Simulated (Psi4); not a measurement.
## AsH3SOF2: interaction calculation (part 1 of 2)

The run: interaction calculation of AsH3SOF2. Method and program: SSAPT0/def2-SVPD, RHF (Psi4 1.11).

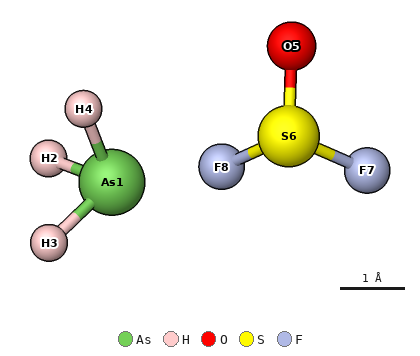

Fig. 1: The structure (ball-and-stick view, seen at a tilt; atoms are numbered from 1 in the order of the input). Bond lengths as drawn: As–H 1.52 Å, F–S 1.59 Å and O–S 1.42 Å.

Input file (run.py):
```python
import psi4

psi4.set_memory(1600000000)
psi4.set_num_threads(1)
psi4.core.set_output_file('output.dat', False)

m = psi4.geometry("""
0 1
As    -0.215800     0.487620    -0.346000
H      0.349900     0.630320     1.059400
H     -1.068000    -0.705480     0.061100
H      0.933900    -0.412470    -0.774500
--
0 1
O      1.591770     3.225810    -2.018680
S      0.191790     3.070390    -1.847490
F     -0.453920     4.498290    -2.103520
F     -0.079960     3.134900    -0.284340
units angstrom
symmetry c1
no_reorient
no_com
""")

psi4.set_options({
    'basis': 'def2-SVPD',
    'scf_type': 'df',
    'freeze_core': 'true',
})

result, w = psi4.energy("ssapt0", molecule=m, return_wfn=True)
print(f'total energy {result:.8f} hartree = {result * 27.211386:.5f} eV')
for k, v in sorted(psi4.core.scalar_variables().items()):
    print(f'{k:45s} {v:18.10f}')
```

Run on 1 thread of INTEL XEON PLATINUM @ 2.10GHz (Emerald Rapids), 24 GiB of memory available, shared host.

Run as:
```bash
python run.py
```

What the program printed:
```
=> Loading Basis Set <=

    Name: DEF2-SVPD
    Role: ORBITAL
    Keyword: BASIS

   => Loading Basis Set <=

    Name: DEF2-SVPD
    Role: ORBITAL
    Keyword: BASIS

  //>>>>>>>>>>>>>>>>>>>>>>>>>>>>>>>>>>>//
  //              Dimer HF             //
  //<<<<<<<<<<<<<<<<<<<<<<<<<<<<<<<<<<<//

   => Loading Basis Set <=

    Name: DEF2-SVPD
    Role: ORBITAL
    Keyword: BASIS

         ---------------------------------------------------------
                                   SCF
                              RHF Reference
                        1 Threads,   1525 MiB Core
         ---------------------------------------------------------

  ==> Geometry <==

    Molecular point group: c1
    Full point group: C1

    Geometry (in Angstrom), charge = 0, multiplicity = 1:

       Center              X                  Y                   Z               Mass
    ------------   -----------------  -----------------  -----------------  -----------------
         AS          -0.215800000000     0.487620000000    -0.346000000000    74.921594570000
         H            0.349900000000     0.630320000000     1.059400000000     1.007825032230
         H           -1.068000000000    -0.705480000000     0.061100000000     1.007825032230
         H            0.933900000000    -0.412470000000    -0.774500000000     1.007825032230
         O            1.591770000000     3.225810000000    -2.018680000000    15.994914619570
         S            0.191790000000     3.070390000000    -1.847490000000    31.972071174400
         F           -0.453920000000     4.498290000000    -2.103520000000    18.998403162730
         F           -0.079960000000     3.134900000000    -0.284340000000    18.998403162730

  Running in c1 symmetry.

  Rotational constants: A =      0.20822  B =      0.01273  C =      0.01244 [cm^-1]
  Rotational constants: A =   6242.40891  B =    381.72878  C =    373.01251 [MHz]
  Nuclear repulsion =  470.943972046845829

  Charge       = 0
  Multiplicity = 1
  Electrons    = 78
  Nalpha       = 39
  Nbeta        = 39

  ==> Algorithm <==

  SCF Algorithm Type is DF.
  DIIS enabled.
  MOM disabled.
  Fractional occupation disabled.
  Guess Type is SAD.
  Energy threshold   = 1.00e-08
  Density threshold  = 1.00e-08
  Integral threshold = 1.00e-12

  ==> Primary Basis <==

  Basis Set: DEF2-SVPD
    Blend: DEF2-SVPD
    Number of shells: 64
    Number of basis functions: 158
    Number of Cartesian functions: 170
    Spherical Harmonics?: true
    Max angular momentum: 2

   => Loading Basis Set <=

    Name: (DEF2-SVPD AUX)
    Role: JKFIT
    Keyword: DF_BASIS_SCF

  ==> Integral Setup <==

  DFHelper Memory: AOs need 0.130 GiB; user supplied 1.118 GiB.
  SCF_SUBTYPE=INCORE selected. In-core MEM_DF algorithm will be used.
  Using in-core AOs.

  ==> MemDFJK: Density-Fitted J/K Matrices <==

    J tasked:                   Yes
    K tasked:                   Yes
    wK tasked:                   No
    Memory [MiB]:              1144
    Algorithm:                 Core
    Schwarz Cutoff:           1E-12
    Mask sparsity (%):       4.9031
    Fitting Condition:        1E-10

   => Auxiliary Basis Set <=

  Basis Set: (DEF2-SVPD AUX)
    Blend: DEF2-UNIVERSAL-JKFIT
    Number of shells: 191
    Number of basis functions: 679
    Number of Cartesian functions: 865
    Spherical Harmonics?: true
    Max angular momentum: 5

  Minimum eigenvalue in the overlap matrix is 3.6356684067E-04.
  Reciprocal condition number of the overlap matrix is 4.9711991992E-05.
    Using symmetric orthogonalization.

  ==> Pre-Iterations <==

  SCF Guess: Superposition of Atomic Densities via on-the-fly atomic UHF (no occupation information).

   -------------------------
    Irrep   Nso     Nmo
   -------------------------
     A        158     158
   -------------------------
    Total     158     158
   -------------------------

  ==> Iterations <==

                           Total Energy        Delta E     RMS |[F,P]|

   @DF-RHF iter SAD: -2902.65785532113250   -2.90266e+03   0.00000e+00
   @DF-RHF iter   1: -2905.46738850069005   -2.80953e+00   1.32034e-02 DIIS/ADIIS
   @DF-RHF iter   2: -2906.12496357931923   -6.57575e-01   9.29321e-03 DIIS/ADIIS
   @DF-RHF iter   3: -2906.49410380301924   -3.69140e-01   4.91923e-04 DIIS/ADIIS
   @DF-RHF iter   4: -2906.49730544750491   -3.20164e-03   2.53635e-04 DIIS/ADIIS
   @DF-RHF iter   5: -2906.49808674191399   -7.81294e-04   7.02036e-05 DIIS
   @DF-RHF iter   6: -2906.49820305176945   -1.16310e-04   1.52013e-05 DIIS
   @DF-RHF iter   7: -2906.49821304720354   -9.99543e-06   4.89216e-06 DIIS
   @DF-RHF iter   8: -2906.49821363165847   -5.84455e-07   1.91560e-06 DIIS
   @DF-RHF iter   9: -2906.49821372849328   -9.68348e-08   6.81529e-07 DIIS
   @DF-RHF iter  10: -2906.49821374675230   -1.82590e-08   2.02769e-07 DIIS
   @DF-RHF iter  11: -2906.49821374890689   -2.15459e-09   6.92936e-08 DIIS
   @DF-RHF iter  12: -2906.49821374904286   -1.35969e-10   3.09837e-08 DIIS
   @DF-RHF iter  13: -2906.49821374906651   -2.36469e-11   9.75080e-09 DIIS
  Energy and wave function converged.

  ==> Post-Iterations <==

    Orbital Energies [Eh]
    ---------------------

    Doubly Occupied:

       1A   -432.548270     2A    -92.223683     3A    -56.293810
       4A    -50.153446     5A    -50.153424     6A    -50.152715
       7A    -26.365481     8A    -26.360719     9A    -20.607395
      10A     -9.225722    11A     -8.029423    12A     -6.913086
      13A     -6.912818    14A     -6.908652    15A     -5.886829
      16A     -5.886687    17A     -5.883106    18A     -2.120114
      19A     -2.119736    20A     -2.115852    21A     -2.115264
      22A     -2.112666    23A     -1.696602    24A     -1.631667
      25A     -1.446488    26A     -0.980630    27A     -0.850777
      28A     -0.823518    29A     -0.795979    30A     -0.772885
      31A     -0.725117    32A     -0.709241    33A     -0.691675
      34A     -0.610063    35A     -0.563379    36A     -0.505941
      37A     -0.501682    38A     -0.498643    39A     -0.384870

    Virtual:

      40A      0.066831    41A      0.079968    42A      0.088775
      43A      0.092342    44A      0.115344    45A      0.130566
      46A      0.145428    47A      0.152501    48A      0.174047
      49A      0.188516    50A      0.205295    51A      0.210089
      52A      0.213684    53A      0.223404    54A      0.229278
      55A      0.237011    56A      0.268358    57A      0.288400
      58A      0.296385    59A      0.307382    60A      0.312459
      61A      0.318252    62A      0.328339    63A      0.332531
      64A      0.357560    65A      0.367273    66A      0.379636
      67A      0.391806    68A      0.395988    69A      0.401696
      70A      0.424341    71A      0.430268    72A      0.440815
      73A      0.454970    74A      0.475126    75A      0.476590
      76A      0.484679    77A      0.507495    78A      0.527839
      79A      0.549294    80A      0.563738    81A      0.585194
      82A      0.681379    83A      0.698680    84A      0.704149
      85A      0.716408    86A      0.718437    87A      0.738185
      88A      0.753986    89A      0.773579    90A      0.779804
      91A      0.798074    92A      0.814984    93A      0.822096
      94A      0.844353    95A      0.844535    96A      0.850454
      97A      0.870096    98A      0.904050    99A      0.951267
     100A      0.962056   101A      0.983572   102A      0.994718
     103A      1.026438   104A      1.047578   105A      1.068581
     106A      1.090332   107A      1.128366   108A      1.191089
     109A      1.211528   110A      1.242050   111A      1.269003
     112A      1.284787   113A      1.308039   114A      1.323214
     115A      1.366870   116A      1.452202   117A      1.475288
     118A      1.679352   119A      1.732410   120A      1.741296
     121A      1.804769   122A      1.828832   123A      1.830371
     124A      1.874941   125A      1.889599   126A      1.933648
     127A      1.979945   128A      2.034624   129A      2.052484
     130A      2.098305   131A      2.120053   132A      2.122363
     133A      2.169626   134A      2.401841   135A      2.418904
     136A      2.436701   137A      2.491433   138A      2.578766
     139A      3.164555   140A      3.177184   141A      3.251469
     142A      3.263108   143A      3.297673   144A      3.348962
     145A      3.385886   146A      3.454384   147A      3.515680
     148A      3.670095   149A      3.673255   150A      3.690637
     151A      3.708542   152A      3.716132   153A      3.731921
     154A      3.742326   155A      3.806485   156A      3.809774
     157A      3.992559   158A      4.003280

    Final Occupation by Irrep:
              A
    DOCC [    39 ]
    NA   [    39 ]
    NB   [    39 ]

  @DF-RHF Final Energy: -2906.49821374906651

   => Energetics <=

    Nuclear Repulsion Energy =            470.9439720468458290
    One-Electron Energy =               -4984.3282509442924493
    Two-Electron Energy =                1606.8860651483805668
    Total Energy =                      -2906.4982137490665082

Computation Completed

Properties will be evaluated at   0.000000,   0.000000,   0.000000 [a0]

Properties computed using the SCF density matrix

 Multipole Moments:

 ------------------------------------------------------------------------------------
     Multipole            Electronic (a.u.)      Nuclear  (a.u.)        Total (a.u.)
 ------------------------------------------------------------------------------------

 L = 1.  Multiply by 2.5417464519 to convert [e a0] to [Debye]
 Dipole X            :         -8.3718361            7.7332884           -0.6385477
 Dipole Y            :       -301.5498905          300.9110309           -0.6388596
 Dipole Z            :        147.9055821         -147.9126811           -0.0070990
 Magnitude           :                                                    0.9032913

 ------------------------------------------------------------------------------------

	total time  =          3 seconds =       0.05 minutes

  //>>>>>>>>>>>>>>>>>>>>>>>>>>>>>>>>>>>//
  //            Monomer A HF           //
  //<<<<<<<<<<<<<<<<<<<<<<<<<<<<<<<<<<<//

  ==> Geometry <==

    Molecular point group: c1
    Full point group: C1

    Geometry (in Angstrom), charge = 0, multiplicity = 1:

       Center              X                  Y                   Z               Mass
    ------------   -----------------  -----------------  -----------------  -----------------
         AS          -0.215800000000     0.487620000000    -0.346000000000    74.921594570000
         H            0.349900000000     0.630320000000     1.059400000000     1.007825032230
         H           -1.068000000000    -0.705480000000     0.061100000000     1.007825032230
         H            0.933900000000    -0.412470000000    -0.774500000000     1.007825032230
      Gh(O)           1.591770000000     3.225810000000    -2.018680000000    15.994914619570
      Gh(S)           0.191790000000     3.070390000000    -1.847490000000    31.972071174400
      Gh(F)          -0.453920000000     4.498290000000    -2.103520000000    18.998403162730
      Gh(F)          -0.079960000000     3.134900000000    -0.284340000000    18.998403162730

  Running in c1 symmetry.

  Rotational constants: A =      0.20822  B =      0.01273  C =      0.01244 [cm^-1]
  Rotational constants: A =   6242.40891  B =    381.72878  C =    373.01251 [MHz]
  Nuclear repulsion =   35.153222922612201

  Charge       = 0
  Multiplicity = 1
  Electrons    = 36
  Nalpha       = 18
  Nbeta        = 18

  ==> Iterations <==

                           Total Energy        Delta E     RMS |[F,P]|

   @DF-RHF iter SAD: -2231.81429337791178   -2.23181e+03   0.00000e+00
   @DF-RHF iter   1: -2234.75029502318785   -2.93600e+00   1.26751e-02 DIIS/ADIIS
   @DF-RHF iter   2: -2235.33685169330056   -5.86557e-01   8.95797e-03 DIIS/ADIIS
   @DF-RHF iter   3: -2235.65028034859961   -3.13429e-01   3.30850e-04 DIIS/ADIIS
   @DF-RHF iter   4: -2235.65254762920222   -2.26728e-03   8.84513e-05 DIIS
   @DF-RHF iter   5: -2235.65283178030131   -2.84151e-04   2.18695e-05 DIIS
   @DF-RHF iter   6: -2235.65285749834629   -2.57180e-05   3.34025e-06 DIIS
   @DF-RHF iter   7: -2235.65285786845061   -3.70104e-07   4.17076e-07 DIIS
   @DF-RHF iter   8: -2235.65285787457515   -6.12454e-09   5.72762e-08 DIIS
   @DF-RHF iter   9: -2235.65285787468110   -1.05956e-10   7.88817e-09 DIIS
  Energy and wave function converged.

  ==> Post-Iterations <==

    Final Occupation by Irrep:
              A
    DOCC [    18 ]
    NA   [    18 ]
    NB   [    18 ]

  @DF-RHF Final Energy: -2235.65285787468110

   => Energetics <=

    Nuclear Repulsion Energy =             35.1532229226122013
    One-Electron Energy =               -3186.3061306077879635
    Two-Electron Energy =                 915.5000498104944882
    Total Energy =                      -2235.6528578746811036

Computation Completed

Properties will be evaluated at   0.000000,   0.000000,   0.000000 [a0]

Properties computed using the SCF density matrix

 Multipole Moments:

 ------------------------------------------------------------------------------------
     Multipole            Electronic (a.u.)      Nuclear  (a.u.)        Total (a.u.)
 ------------------------------------------------------------------------------------

 L = 1.  Multiply by 2.5417464519 to convert [e a0] to [Debye]
 Dipole X            :         13.1011633          -13.0496927            0.0514706
 Dipole Y            :        -29.6076925           29.4869652           -0.1207273
 Dipole Z            :         21.0081544          -20.9230477            0.0851067
 Magnitude           :                                                    0.1564207

 ------------------------------------------------------------------------------------

	total time  =          1 seconds =       0.02 minutes

  //>>>>>>>>>>>>>>>>>>>>>>>>>>>>>>>>>>>//
  //            Monomer B HF           //
  //<<<<<<<<<<<<<<<<<<<<<<<<<<<<<<<<<<<//

  ==> Geometry <==

    Molecular point group: c1
    Full point group: C1

    Geometry (in Angstrom), charge = 0, multiplicity = 1:
```
